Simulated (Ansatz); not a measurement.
# InAs wire along [111], 14 atoms a period, H-terminated: bands by functional

Aim: is the InAs wire along [111], 14 atoms a period, H-terminated a metal or a semiconductor?

Calculated with Ansatz 0.2.0; DFT PBE, plane waves, PAW; relaxation of a wire's period; PAW set soft_1, in the first sound run; inputs show where later runs differ.

### 1. The structure

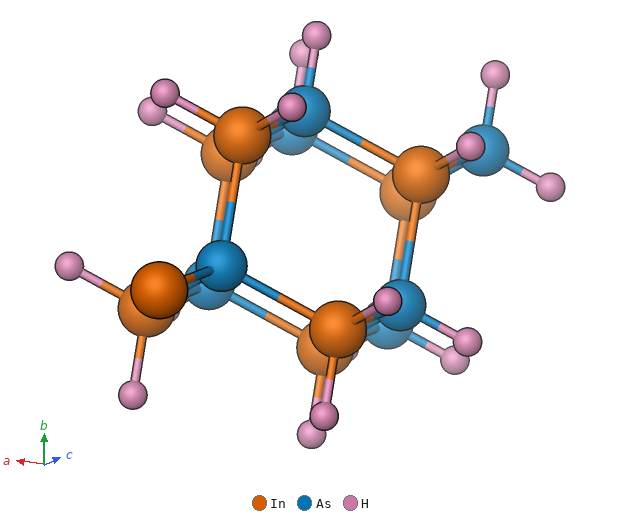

Start, viewed at a slant to the c axis; indium orange, arsenic blue, hydrogen pink. Some periodic images of atoms are drawn too.

The cell holds 32 atoms: 7 In, 7 As and 18 H. Cell: a = 14.084 Å, b = 14.994 Å, c = 10.721 Å, α = 90.0°, β = 90.0°, γ = 90.0°. Vacuum lies along a and b. The structure's axis is c.

### 2. Relaxing the period

Band widths follow the bond lengths, so the wire is relaxed first. The atoms and the third cell vector are free; the box across stays fixed as vacuum. A Fermi-Dirac smearing is set since the result may be a metal. The pressure printed is a third of the stress's trace over the whole box, vacuum included; only the stress along the axis is relaxed.

The input, input.yaml:

```yaml
crystal:
  lattice:
    - [14.084, 0.0, 0.0]
    - [0.0, 14.994, 0.0]
    - [0.0, 0.0, 10.7213944989]
  atoms:
    - { symbol: In, position: [0.499990017, 0.507220022, 0.0] }
    - { symbol: As, position: [0.499990017, 0.507220022, 0.25] }
    - { symbol: H, position: [0.241408691, 0.478913472, 0.277992274] }
    - { symbol: H, position: [0.344601244, 0.311026308, 0.277992274] }
    - { symbol: H, position: [0.396797464, 0.731720287, 0.277992274] }
    - { symbol: H, position: [0.60318257, 0.731720287, 0.277992274] }
    - { symbol: H, position: [0.655378791, 0.311026308, 0.277992274] }
    - { symbol: H, position: [0.758571344, 0.478913472, 0.277992274] }
    - { symbol: In, position: [0.344601244, 0.422951084, 0.333333333] }
    - { symbol: In, position: [0.499990017, 0.675757898, 0.333333333] }
    - { symbol: In, position: [0.655378791, 0.422951084, 0.333333333] }
    - { symbol: As, position: [0.344601244, 0.422951084, 0.583333333] }
    - { symbol: As, position: [0.499990017, 0.675757898, 0.583333333] }
    - { symbol: As, position: [0.655378791, 0.422951084, 0.583333333] }
    - { symbol: H, position: [0.241408691, 0.647451348, 0.611325607] }
    - { symbol: H, position: [0.499990017, 0.22675737, 0.611325607] }
    - { symbol: H, position: [0.758571344, 0.647451348, 0.611325607] }
    - { symbol: H, position: [0.25474256, 0.374219791, 0.631523582] }
    - { symbol: H, position: [0.499990017, 0.773220484, 0.631523582] }
    - { symbol: H, position: [0.745237474, 0.374219791, 0.631523582] }
    - { symbol: In, position: [0.344601244, 0.59148896, 0.666666667] }
    - { symbol: In, position: [0.499990017, 0.338682146, 0.666666667] }
    - { symbol: In, position: [0.655378791, 0.59148896, 0.666666667] }
    - { symbol: As, position: [0.344601244, 0.59148896, 0.916666667] }
    - { symbol: As, position: [0.499990017, 0.338682146, 0.916666667] }
    - { symbol: As, position: [0.655378791, 0.59148896, 0.916666667] }
    - { symbol: H, position: [0.25474256, 0.542757667, 0.964856915] }
    - { symbol: H, position: [0.344601244, 0.688951546, 0.964856915] }
    - { symbol: H, position: [0.410131334, 0.289950853, 0.964856915] }
    - { symbol: H, position: [0.589848701, 0.289950853, 0.964856915] }
    - { symbol: H, position: [0.655378791, 0.688951546, 0.964856915] }
    - { symbol: H, position: [0.745237474, 0.542757667, 0.964856915] }
kpoints:
  mp_grid: { grid: [1, 1, 8] }
scf:
  occupations: { method: fermi_dirac, width: 0.05 }
hamiltonian:
  xc: pbe
  pseudopotentials: { kind: paw, azcp: { folder: soft_1 } }
relax:
  cell: { fix: [a, b, alpha, beta, gamma] }
  max_steps: 45
  f_tol: 0.03
```

Started as:

```
$ ansatz run input.yaml --threads 4 --pin off --max-ram 16384MiB --backend cpu --events-out ev --progress --plain --runs-dir out
```

Numbers of over 12 decimals in the logs are rounded to 6 here.

What it wrote:

```text
Engine: ansatz 0.2.0, aarch64-unknown-linux-gnu
Pseudopotentials: kind: paw
Pseudopotential: In, paw, valence charge 13, recommended cutoff 420 eV (normal), soft_1/In.paw.azcp
Pseudopotential: As, paw, valence charge 15, recommended cutoff 420 eV (normal), soft_1/As.paw.azcp
Pseudopotential: H, paw, valence charge 1, recommended cutoff 420 eV (normal), soft_1/H.paw.azcp
Functional definition: PBE
  parameter kappa = 0.804
  parameter beta = 0.066725
  exchange = pbe_x(kappa = kappa, mu = beta*pi^2/3)
  correlation = pbe_c(beta = beta)
Crystal: 32 atoms, lattice volume = 2264.096 Å³
Basis set: ecut = 420 eV, 44235 PW (Γ), exchange–correlation on 192×216×144 points (8 copies of the dense FFT grid, shifted against one another)
Bands: 139, of which v1, the nominal top of the filled ones, is band 107 counted from 1 (106 counted from 0)
Symmetry: 2 space group operations
Space group: Pm (ITA 6), of the structure as read, at distance tolerance 1.3e-4 Å
k-points: 5 of 8 (time reversal used)
Non-local potential: In, projectors of the file, l = 0: 2, l = 1: 2, l = 2: 2, l = 3: 1
Non-local potential: As, projectors of the file, l = 0: 2, l = 1: 2, l = 2: 3, l = 3: 1
Non-local potential: H, projectors of the file, l = 0: 2, l = 1: 1
PAW form: soft (Blöchl's): semilocal exchange-correlation on the pseudo side does not see the compensation charge
PAW one-centre angular grid: In, 590 points (default); XC on 64 Gauss nodes
PAW one-centre angular grid: As, 590 points (default); XC on 64 Gauss nodes
PAW one-centre angular grid: H, 110 points (default); XC on 64 Gauss nodes
Initial density: superposition of atomic densities (neutral atoms: chi_scale 0, normalization atom)
Initial wavefunctions: pseudopotential atomic-orbital guess
Functional: x = pbe(κ = 0.804, μ = 0.219515), c = pbe(β = 0.066725)
SCF iter   1: F=—  HF=-73464.698563 eV  |F-HF|=—  |Δ(HF+E_count)|=         —  Δρ=2.69e-2  dr2=1.98e1  ethr=3.10e-3  ⟨swp⟩=7.0  Hψ=3124  notcnv=0  defer=28
preconditioner: auto → Resta (q_TF=auto, 1.841 Å⁻¹)  ε∞=1.5  [insulator: Δε(μ)=2.765 eV  Ē_g=13.168 eV  σ=0.050 eV  W_gap=1.00  n_scr=246 (ndim 8)  ℏωp=9.4 eV  f_vac=0.656  D(μ)=0.00/eV (n_scr^D=0)  ε∞_Penn≈1.5  vacuum switching on, ρ_ref=1.3e-2 e/Å³]
SCF iter   2: F=—  HF=-73459.066452 eV  |F-HF|=—  |Δ(HF+E_count)|=    5.63e0  Δρ=1.01e-2  dr2=2.72e0  ethr=3.10e-3  ⟨swp⟩=3.6  Hψ=1222  notcnv=0  defer=128
SCF iter   3: F=—  HF=-73458.479139 eV  |F-HF|=—  |Δ(HF+E_count)|=   5.87e-1  Δρ=3.69e-3  dr2=5.51e-1  ethr=1.27e-3  ⟨swp⟩=4.0  Hψ=1125  notcnv=0  defer=115
SCF iter   4: F=—  HF=-73458.363386 eV  |F-HF|=—  |Δ(HF+E_count)|=   1.16e-1  Δρ=1.03e-3  dr2=2.73e-2  ethr=2.58e-4  ⟨swp⟩=4.0  Hψ=1040  notcnv=0  defer=115
SCF iter   5: F=—  HF=-73458.364572 eV  |F-HF|=—  |Δ(HF+E_count)|=   1.19e-3  Δρ=3.57e-4  dr2=3.59e-3  ethr=1.28e-5  ⟨swp⟩=3.0  Hψ=1278  notcnv=0  defer=115
SCF iter   6: F=—  HF=-73458.364732 eV  |F-HF|=—  |Δ(HF+E_count)|=   1.60e-4  Δρ=1.27e-4  dr2=5.13e-4  ethr=1.68e-6  ⟨swp⟩=2.0  Hψ=840  notcnv=0  defer=115
SCF iter   7: F=—  HF=-73458.364857 eV  |F-HF|=—  |Δ(HF+E_count)|=   1.25e-4  Δρ=4.27e-5  dr2=4.05e-5  ethr=2.40e-7  ⟨swp⟩=2.0  Hψ=734  notcnv=0  defer=115
SCF iter   8: F=—  HF=-73458.365225 eV  |F-HF|=—  |Δ(HF+E_count)|=   3.68e-4  Δρ=1.03e-5  dr2=2.68e-6  ethr=1.89e-8  ⟨swp⟩=2.0  Hψ=965  notcnv=0  defer=115
SCF iter   9: F=—  HF=-73458.365228 eV  |F-HF|=—  |Δ(HF+E_count)|=   3.04e-6  Δρ=3.58e-6  dr2=5.27e-7  ethr=1.25e-9  ⟨swp⟩=2.0  Hψ=1040  notcnv=0  defer=115
SCF iter  10: F=-73458.365228 eV  HF=-73458.365228 eV  |F-HF|=9.11e-9  |Δ(HF+E_count)|=   2.83e-7  Δρ=1.52e-6  dr2=8.42e-8  ethr=4.67e-11  ⟨swp⟩=3.0  Hψ=2634  notcnv=0
SCF 1 converged in 10 iterations: F = -73458.365228 eV  dr2 = 8.42e-8
  greatest PAW one-centre occupation: 0.999 electrons in one spin orbital (limit 2), on the As atom at site 25 (counted from 0), in its partial waves of l = 2
relax step   1: F+E_penalty+E_count = -73458.36522845 eV  Δ(F+E_penalty+E_count) = +0.000e0 eV  max|allowed force component| = 1.483e0 eV/Å  Δτ_max = 0.0000 Å  P = -0.300 GPa  Ω = 2264.096 Å³  fix = [a, b, alpha, beta, gamma]  reactions: a -0.470, b -0.472 GPa; alpha -0.001 GPa/rad  (10 SCF iters, dr2 threshold 1.00e-7 eV, accepted)
Crystal: 32 atoms, lattice volume = 2264.024 Å³
Initial density: handed on by an earlier stage of this run
Initial wavefunctions: those handed on with the density
iter 1 solved again at ethr=1.48e-4 eV; its pass at ethr=3.10e-3 eV (dr2=3.16e-1 eV) is discarded
SCF iter   1: F=—  HF=-73459.558165 eV  |F-HF|=—  |Δ(HF+E_count)|=         —  Δρ=3.54e-3  dr2=3.15e-1  ethr=1.48e-4  ⟨swp⟩=6.4  Hψ=3220  notcnv=0  defer=2
preconditioner: auto → Resta (q_TF=auto, 1.841 Å⁻¹)  ε∞=1.5  [insulator: Δε(μ)=2.401 eV  Ē_g=13.161 eV  σ=0.050 eV  W_gap=1.00  n_scr=246 (ndim 8)  ℏωp=9.4 eV  f_vac=0.697  D(μ)=0.00/eV (n_scr^D=0)  ε∞_Penn≈1.5  vacuum switching on, ρ_ref=1.3e-2 e/Å³]
SCF iter   2: F=—  HF=-73459.473658 eV  |F-HF|=—  |Δ(HF+E_count)|=   8.45e-2  Δρ=1.79e-3  dr2=4.63e-2  ethr=1.47e-4  ⟨swp⟩=3.8  Hψ=1177  notcnv=0  defer=43
SCF iter   3: F=—  HF=-73459.469423 eV  |F-HF|=—  |Δ(HF+E_count)|=   4.24e-3  Δρ=5.95e-4  dr2=1.01e-2  ethr=2.16e-5  ⟨swp⟩=3.0  Hψ=1298  notcnv=0  defer=97
SCF iter   4: F=—  HF=-73459.468015 eV  |F-HF|=—  |Δ(HF+E_count)|=   1.41e-3  Δρ=1.67e-4  dr2=6.85e-4  ethr=4.70e-6  ⟨swp⟩=2.2  Hψ=812  notcnv=0  defer=97
SCF iter   5: F=—  HF=-73459.468350 eV  |F-HF|=—  |Δ(HF+E_count)|=   3.34e-4  Δρ=4.88e-5  dr2=9.25e-5  ethr=3.20e-7  ⟨swp⟩=2.0  Hψ=1008  notcnv=0  defer=97
SCF iter   6: F=—  HF=-73459.468347 eV  |F-HF|=—  |Δ(HF+E_count)|=   2.60e-6  Δρ=1.92e-5  dr2=1.02e-5  ethr=4.32e-8  ⟨swp⟩=2.0  Hψ=965  notcnv=0  defer=97
SCF iter   7: F=-73459.468349 eV  HF=-73459.468349 eV  |F-HF|=9.91e-8  |Δ(HF+E_count)|=   1.76e-6  Δρ=5.45e-6  dr2=6.92e-7  ethr=1.50e-9  ⟨swp⟩=4.8  Hψ=1961  notcnv=0
SCF 2 converged in 7 iterations: F = -73459.468349 eV  dr2 = 6.92e-7
relax step   2: F+E_penalty+E_count = -73459.46834895 eV  Δ(F+E_penalty+E_count) = -1.103e0 eV  max|allowed force component| = 4.550e-1 eV/Å  Δτ_max = 0.1948 Å  P = -0.106 GPa  Ω = 2264.024 Å³  energy of the carried Pulay correction = +6.996e-6 eV  fix = [a, b, alpha, beta, gamma]  reactions: a -0.143, b -0.148 GPa; alpha +0.000 GPa/rad  (7 SCF iters, dr2 threshold 3.20e-6 eV, accepted)
Crystal: 32 atoms, lattice volume = 2264.342 Å³
Basis set: ecut = 420 eV, 44251 PW (Γ), exchange–correlation on 192×216×144 points (8 copies of the dense FFT grid, shifted against one another)
iter 1 solved again at ethr=3.45e-4 eV; its pass at ethr=3.10e-3 eV (dr2=7.38e-1 eV) is discarded
[...]
Initial wavefunctions: pseudopotential atomic-orbital guess (no wavefunctions were taken with the density)
iter 1 solved again at ethr=4.37e-8 eV; its pass at ethr=3.10e-3 eV (dr2=9.34e-5 eV) is discarded
SCF iter   1: F=—  HF=-73459.957787 eV  |F-HF|=—  |Δ(HF+E_count)|=         —  Δρ=4.52e-5  dr2=1.28e-6  ethr=4.37e-8  ⟨swp⟩=5.2  Hψ=5298  notcnv=0
preconditioner: auto → Resta (q_TF=auto, 1.839 Å⁻¹)  ε∞=1.5  [insulator: Δε(μ)=2.816 eV  Ē_g=13.247 eV  σ=0.050 eV  W_gap=1.00  n_scr=246 (ndim 8)  ℏωp=9.3 eV  f_vac=0.702  D(μ)=0.00/eV (n_scr^D=0)  ε∞_Penn≈1.5  vacuum switching on, ρ_ref=1.3e-2 e/Å³]
SCF iter   2: F=—  HF=-73459.962467 eV  |F-HF|=—  |Δ(HF+E_count)|=   4.68e-3  Δρ=2.27e-5  dr2=3.13e-7  ethr=5.96e-10  ⟨swp⟩=3.0  Hψ=1263  notcnv=0
SCF iter   3: F=—  HF=-73459.964783 eV  |F-HF|=—  |Δ(HF+E_count)|=   2.32e-3  Δρ=1.82e-6  dr2=4.67e-8  ethr=1.46e-10  ⟨swp⟩=3.0  Hψ=1158  notcnv=0
SCF iter   4: F=—  HF=-73459.964815 eV  |F-HF|=—  |Δ(HF+E_count)|=   3.14e-5  Δρ=6.46e-7  dr2=1.11e-8  ethr=2.18e-11  ⟨swp⟩=4.0  Hψ=1387  notcnv=0
SCF iter   5: F=—  HF=-73459.964821 eV  |F-HF|=—  |Δ(HF+E_count)|=   6.66e-6  Δρ=2.25e-7  dr2=2.35e-9  ethr=5.19e-12  ⟨swp⟩=3.0  Hψ=1090  notcnv=0
SCF iter   6: F=-73459.964822 eV  HF=-73459.964822 eV  |F-HF|=1.68e-7  |Δ(HF+E_count)|=   6.58e-7  Δρ=8.19e-8  dr2=2.44e-10  ethr=1.00e-12  ⟨swp⟩=3.0  Hψ=2507  notcnv=0
SCF 8 converged in 6 iterations: F = -73459.964822 eV  dr2 = 2.44e-10
relax step   8: F+E_penalty+E_count = -73459.96482229 eV  Δ(F+E_penalty+E_count) = -2.104e-3 eV  max|allowed force component| = 5.929e-3 eV/Å  Δτ_max = 0.0000 Å  P = +0.002 GPa  Ω = 2284.226 Å³  fix = [a, b, alpha, beta, gamma]  reactions: a +0.004, b +0.000 GPa; alpha -0.000 GPa/rad  stress off target by 1.90e-3 GPa on what of the cell is left free  SCF on the basis re-selected at this cell (its energy is not comparable with the rows above)  (6 SCF iters)
basis re-selected at this cell: Δ(F+E_penalty+E_count) = -2.104e-3 eV, ΔP = +0.001 GPa vs the last step (what re-selecting the basis moved, of the pressure what is left beyond the Pulay correction that the steps carried, after the strain that the cell walked since its last selection, with what the two solves' SCF thresholds leave and, on support functions, any second-order correction that the steps lacked; it is no measure of the basis error at this ecutwfc). The dense FFT grid was sized anew with the basis: this SCF ran on 96×108×75 points, the steps before it on 96×108×72, so part of this shift can come from that change (see relax.cell in the input reference). [rest of the remark cut]
SCF converged after 6 iterations
Free energy (F): -73459.964822 eV
Harris-Foulkes:  -73459.964822 eV  (|F-HF|=1.68e-7)
Internal energy: -73459.964822 eV  (E = F + TS)
E sigma→0 (E₀):  -73459.964822 eV
Fermi energy:    -2.156571 eV
--- Per-component energies (eV) ---
  E_band       = -4348.538368
  E_kinetic    = 2436.769672
  E_local      = -82281.278770  (includes V_loc(G=0)·N_el)
  E_nonlocal   = -452.696248
  E_hartree    = 40013.346999
  E_xc         = -1640.027648
  E_vxc        = -1330.105374  (∫ρ·V_xc dr)
  E_paw        = -43574.675969  (= ΣΔE_a)
  E_vpaw       = -2747.904862  (= ΣTr[D̂ρ^β])
  E_aug_tail   = -0.015074  (compensation charges beyond the density's cutoff)
  E_ewald      = 12038.612218
  E_smearing   = -0.000000  (= −TS)
  E_closure    = 0.000000  (closes the sum)
  Σ components = -73459.964822   (vs F -73459.964822, Δ=0.00e0)
--- Forces (eV/Å), atoms counted from 1 ---
  atom   1  In     0.00000000     0.00000230    -0.00126613
  atom   2  As    -0.00000000     0.00004633     0.00592956
  atom   3  H      0.00047787     0.00177729    -0.00161727
  atom   4  H      0.00211500    -0.00053025    -0.00145156
  atom   5  H     -0.00141536    -0.00153000    -0.00161639
  atom   6  H      0.00141536    -0.00153000    -0.00161639
  atom   7  H     -0.00211500    -0.00053025    -0.00145156
  atom   8  H     -0.00047787     0.00177729    -0.00161727
  atom   9  In     0.00249965     0.00143877    -0.00108741
  atom  10  In    -0.00000000    -0.00269315    -0.00075837
  atom  11  In    -0.00249965     0.00143877    -0.00108741
  atom  12  As    -0.00186217    -0.00124668    -0.00190914
  atom  13  As     0.00000000     0.00232842    -0.00185165
  atom  14  As     0.00186217    -0.00124668    -0.00190914
  atom  15  H      0.00382972    -0.00214208     0.00272172
  atom  16  H      0.00000000     0.00445263     0.00262780
  atom  17  H     -0.00382972    -0.00214208     0.00272172
  atom  18  H      0.00015709     0.00012533    -0.00037654
  atom  19  H     -0.00000000    -0.00015882    -0.00043728
  atom  20  H     -0.00015709     0.00012533    -0.00037654
  atom  21  In    -0.00134491     0.00079475    -0.00411929
  atom  22  In    -0.00000000    -0.00148496    -0.00414209
  atom  23  In     0.00134491     0.00079475    -0.00411929
  atom  24  As     0.00389077    -0.00221271     0.00169052
  atom  25  As     0.00000000     0.00441357     0.00140629
  atom  26  As    -0.00389077    -0.00221271     0.00169052
  atom  27  H     -0.00534659    -0.00136110     0.00228622
  atom  28  H     -0.00144456     0.00530964     0.00234856
  atom  29  H     -0.00385508    -0.00387716     0.00237921
  atom  30  H      0.00385508    -0.00387716     0.00237921
  atom  31  H      0.00144456     0.00530964     0.00234856
  atom  32  H      0.00534659    -0.00136110     0.00228622
  max |Σ_I F_I| component: 5.42e-6 eV/Å
--- Stress (GPa, compression-positive) ---
        0.003745       0.000000      -0.000000
        0.000000       0.000177       0.000368
       -0.000000       0.000368       0.001904
  P = ⅓ Tr σ = 0.0019 GPa (0.019 kbar)
--- Relaxed structure (7 steps of the walk, 7 accepted, 1 SCFs on fresh bases) ---
  F+E_penalty+E_count = -73459.96482229 eV   max|allowed force component| = 5.929e-3 eV/Å   (the final SCF, on the basis selected at the relaxed cell)
  cell:  # Å, volume = 2284.2262 Å³
    - [14.084, 0, 0]
    - [0, 14.994, 0]
    - [0, 0, 10.816720]
  atoms:
    - { symbol: In, position: [0.500000, 0.507307, 0.040670] }
    - { symbol: As, position: [0.500000, 0.507192, 0.279150] }
    - { symbol: H, position: [0.240112, 0.485754, 0.281751] }
    - { symbol: H, position: [0.350500, 0.306330, 0.282021] }
    - { symbol: H, position: [0.389650, 0.729193, 0.281790] }
    - { symbol: H, position: [0.610350, 0.729193, 0.281790] }
    - { symbol: H, position: [0.649500, 0.306330, 0.282021] }
    - { symbol: H, position: [0.759888, 0.485754, 0.281751] }
    - { symbol: In, position: [0.335528, 0.417919, 0.320750] }
    - { symbol: In, position: [0.500000, 0.685685, 0.320720] }
    - { symbol: In, position: [0.664472, 0.417919, 0.320750] }
    - { symbol: As, position: [0.353537, 0.427825, 0.573656] }
    - { symbol: As, position: [0.500000, 0.666135, 0.573613] }
    - { symbol: As, position: [0.646463, 0.427825, 0.573656] }
    - { symbol: H, position: [0.234270, 0.651268, 0.627986] }
    - { symbol: H, position: [0.500000, 0.219077, 0.628056] }
    - { symbol: H, position: [0.765730, 0.651268, 0.627986] }
    - { symbol: H, position: [0.267915, 0.381375, 0.631232] }
    - { symbol: H, position: [0.500000, 0.759016, 0.631149] }
    - { symbol: H, position: [0.732085, 0.381375, 0.631232] }
    - { symbol: In, position: [0.339472, 0.594355, 0.654987] }
    - { symbol: In, position: [0.500000, 0.333151, 0.655040] }
    - { symbol: In, position: [0.660528, 0.594355, 0.654987] }
    - { symbol: As, position: [0.358302, 0.584124, 0.908318] }
    - { symbol: As, position: [0.500000, 0.353586, 0.908338] }
    - { symbol: As, position: [0.641698, 0.584124, 0.908318] }
    - { symbol: H, position: [0.266653, 0.547219, 0.962330] }
    - { symbol: H, position: [0.346477, 0.677128, 0.962316] }
    - { symbol: H, position: [0.420159, 0.297455, 0.962316] }
    - { symbol: H, position: [0.579841, 0.297455, 0.962316] }
    - { symbol: H, position: [0.653523, 0.677128, 0.962316] }
    - { symbol: H, position: [0.733347, 0.547219, 0.962330] }
```

Run time: 4.3 min. Hardware: 4 threads of Arm Neoverse V2, shared host; peak memory 5.2 GiB.

The steps of the relaxation:

| step | energy less that of the first step (eV) | largest force component (eV/Å) | pressure (GPa) | volume (Å³) |
| --- | --- | --- | --- | --- |
| 1 | 0.0000 | 1.4832 | -0.30 | 2264.10 |
| 2 | -1.1031 | 0.4550 | -0.11 | 2264.02 |
| 3 | -1.5340 | 0.1968 | -0.02 | 2264.34 |
| 4 | -1.5762 | 0.0815 | -0.02 | 2268.21 |
| 5 | -1.5820 | 0.1437 | -0.02 | 2295.91 |
| 6 | -1.5957 | 0.0324 | 0.00 | 2288.12 |
| 7 | -1.5975 | 0.0059 | 0.00 | 2284.23 |
| 8* | -1.5996 | 0.0059 | 0.00 | 2284.23 |

Relaxation steps marked * repeat the geometry before them on a plane-wave basis chosen anew for their cell, so energy and pressure can jump there.

Forces are held to the 2 operations that the run works with; a distortion that breaks them can't arise in this run.

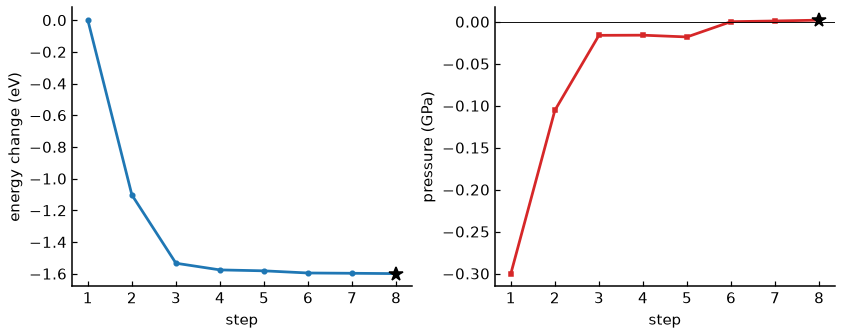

Energy and pressure along the relaxation. Stars mark steps on a basis chosen anew.

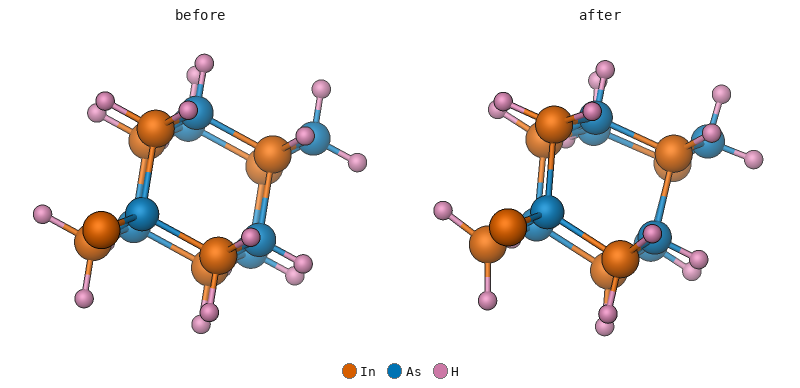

Before and after, at one scale.

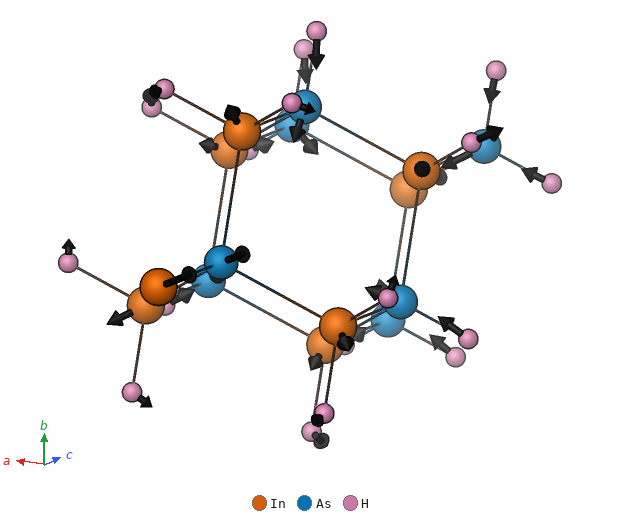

Displacements in the relaxation, exaggerated, measured against the changing cell; the longest in the cell stands for 0.44 Å. Some periodic images of atoms are drawn too.

| cell as run | before | after | change |
| --- | --- | --- | --- |
| c (Å) | 10.721 | 10.817 | +0.9 % |

The atoms that moved most (Å, along periodic axes as changes of fractional coordinates times the final cell, across vacuum about the mean position):

| atom | dx | dy | dz | length |
| --- | --- | --- | --- | --- |
| In1 | 0.000 | 0.001 | 0.440 | 0.440 |
| As2 | 0.000 | 0.000 | 0.315 | 0.315 |
| As25 | 0.000 | 0.223 | -0.090 | 0.241 |
| As26 | -0.193 | -0.110 | -0.090 | 0.240 |
| As24 | 0.193 | -0.110 | -0.090 | 0.240 |
| H16 | 0.000 | -0.115 | 0.181 | 0.215 |
| H15 | -0.101 | 0.057 | 0.180 | 0.214 |
| H17 | 0.101 | 0.057 | 0.180 | 0.214 |

This step gave:

| Quantity | Value |
| --- | --- |
| cell length along the wire | 10.82 Å |

The cell's length comes to 10.817 Å with spin left out.

(Continued in part 2 of 2.)

[Logs are printed without paths, hosts, clocks, repeated set-up lines and the standing remarks that a program may print on its own settings, such as how far it seeks lower states.]

[Hosts, paths, dates, database ids (printed as entryN), source tags and the programs' standing remarks are cut or masked in the printed files.]
